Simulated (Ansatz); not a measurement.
**Fields on a plane of FeCo (CsCl type)**

```xyz
2
Lattice="2.8003 0.0000 0.0000 0.0000 2.8003 0.0000 0.0000 0.0000 2.8003" Properties=species:S:1:pos:R:3 pbc="T T T"
Fe     0.0000     0.0000     0.0000
Co     1.4002     1.4002     1.4002
```

The slice is a {110} plane (indices of the conventional cell) through the point (0.000, 0.000, 0.000) (fractional), spanned by u = [100] and v = [011] in vectors of this cell: u (2.80 Å) and v (3.96 Å, at 90° to u). It covers one period; positions are fractions (u, v).

Atoms on it: Fe at (0.00, 0.00); Co at (0.50, 0.50).

Calculation: PBEsol (plane waves to 420 eV, PAW, scalar-relativistic; Ansatz, a quantum-chemistry and plane-wave program). k mesh 17×17×17. Inside the PAW spheres the values are not all-electron values, and peaks at nuclei hang on which shells count as valence. FeCo was relaxed with its symmetry unable to fall. Relaxed FeCo ends ferromagnetic. Other magnetic orders were not checked, so this need not be the ground state.

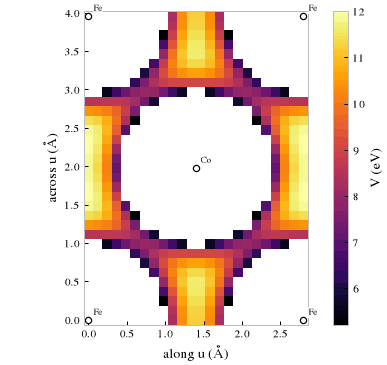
Figure. Electrostatic potential energy of an electron, from the cell's mean, in eV, one period of the plane, atoms marked. Points within 1 Å of a nucleus are left white, as the pseudised field means little there. The zero, the cell's mean, hangs on the PAW cores.

```
|xxxx@*=:  .::.  :=*@xxx|
|xxxx%*-.  .::.  .-*%xxx|
|xxx@*=:.  .::.  .:=*@xx|
|x@%*+-.  .::::.  .-+*%@|
|**+=-.  ..::::..  .-=+*|
|==-:.   ........   .:-=|
|....   ...    ...   ...|
|     ...        ...    |
|   ...     ..     ...  |
|.....   ..::::..   ....|
|:::.   .:-++++-:.   .::|
|::.   .:=#@xx@#=:.   .:|
|::.   :=%xxxxxx%=:   .:|
|:.   .-*xxxxxxxx*-.   .|
|..   .=%xxxxxxxx%=.   .|
|..   :=@xxxxxxxx@=:   .|
|..   .=%xxxxxxxx%=.   .|
|:.   .-*xxxxxxxx*-.   .|
|::.   :=%xxxxxx%=:   .:|
|::.   .:=#@xx@#=:.   .:|
|:::.   .:-++++-:.   .::|
|.....   ..::::..   ....|
|   ...     ..     ...  |
|     ...        ...    |
|....   ...    ...   ...|
|==-:.   ........   .:-=|
|**+=-.  ..::::..  .-=+*|
|x@%*+-.  .::::.  .-+*%@|
|xxx@*=:.  .::.  .:=*@xx|
|xxxx%*-.  .::.  .-*%xxx|
|xxxx@*=:  .::.  :=*@xxx|
|xxxxx#=:  ....  :=#xxxx|
```
Scale: ten equal steps from 0.16 (start of ' ') to 0.52 (end of '@'), in the order ' .:-=+*#%@'. Values: ELF of the up spins. The map has 23 points along u (one character each, u = 0 at the left) and 32 along v (v = 0 in the bottom row). Points within 0.5 Å of a nucleus are blanked (x), as the pseudised field means little there.

- Density on the Fe–Co line (2.43 Å) at its midpoint: 0.37 e/Å³
- ELF at that point: 0.3
